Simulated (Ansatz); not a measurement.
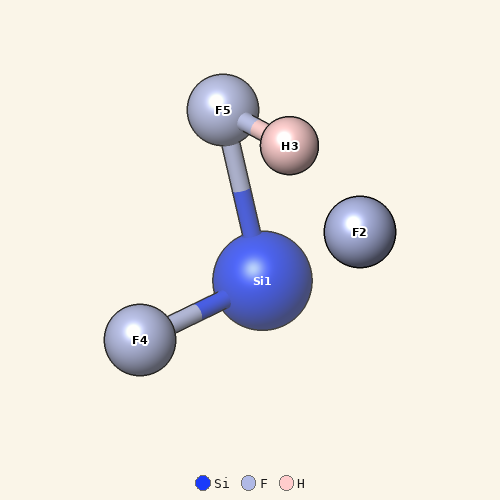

The system is the reacting system F3HSi; the picture shows the reference structure. 
- First axis: distance F2–H3 (bond that forms). Second axis: distance Si1–F2 (bond that breaks).
- Relaxed at each point: all other coordinates.
- The grid has 13 × 13 points.
- Points are written as (first, second).
- Energies: kcal/mol, counted from the lowest grid point.
- Energies and slopes of some neighbouring points disagree (a jump in structure or state, or too coarse a mesh). The reference is spin-restricted, so regions where a bond is pulled apart into radicals lie too high.
- Theory: RHF/def2-SVP (Ansatz 0.2.0).

Its coordinates:

```tsv
atom	x (Å)	y (Å)	z (Å)
Si	-0.9125	0.0260	0.5044
F	0.3022	-1.2141	-0.4842
H	0.3806	-0.0773	-0.8526
F	0.2000	0.3299	1.6222
F	0.0298	0.9355	-0.7898
```

Range: distance F2–H3 (bond that forms) from 0.819 to 2.319 Å; distance Si1–F2 (bond that breaks) from 1.539 to 2.739 Å.

### What will the energy surface look like?

The lowest grid point is at (0.886 Å, 2.615 Å). Other grid points that lie below all their neighbours: (1.866 Å, 1.667 Å) (1.4 kcal/mol higher). The highest grid point, (2.319 Å, 2.739 Å), lies 89 kcal/mol above the lowest.

```
second ↓, first →  0.819  0.886  0.979  1.084  1.199  1.321  1.450  1.584  1.723  1.866  2.013  2.164  2.319
            2.739      7      0      3     16     34     49     59     66     72     78     82     86     89
            2.615      7      0      3     16     33     46     55     61     66     71     75     78     81
            2.494      7      0      3     16     32     43     50     55     60     63     67     69     72
            2.377      8      0      3     16     31     39     45     49     52     55     58     60     62
            2.262      9      1      4     16     29     35     39     41     44     46     48     50     52
            2.151     10      3      5     17     26     30     32     34     35     37     38     40     41
            2.044     13      5      7     18     24     25     25     26     26     27     28     29     30
            1.941     16      8      9     19     21     20     19     18     18     18     18     19     20
            1.843     22     13     14     20     19     16     13     11     10     10     10     10     11
            1.751     29     20     20     23     19     14      9      6      4      4      4      4      4
            1.667     39     30     29     29     21     12      6      3      2      1      2      2      3
            1.593     51     42     41     38     23     13      7      4      2      2      2      2      3
            1.539     64     54     53     42     27     17     10      7      5      5      5      5      5
```

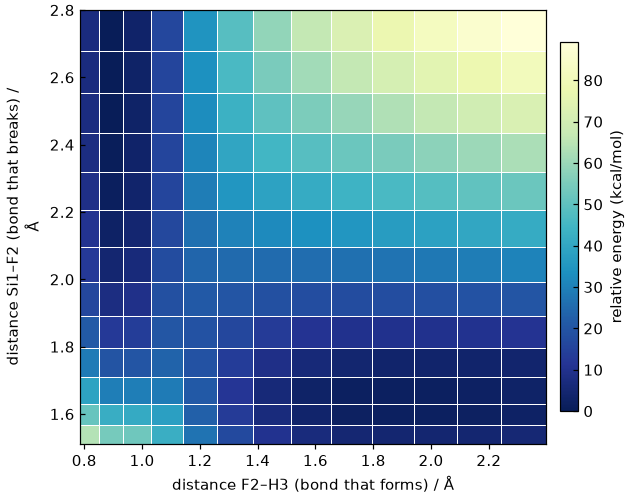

The picture shows one coloured cell a grid point.

The whole map (169 points run) took 8.8 min on 1 thread of Arm Neoverse V2, with other jobs on the host.
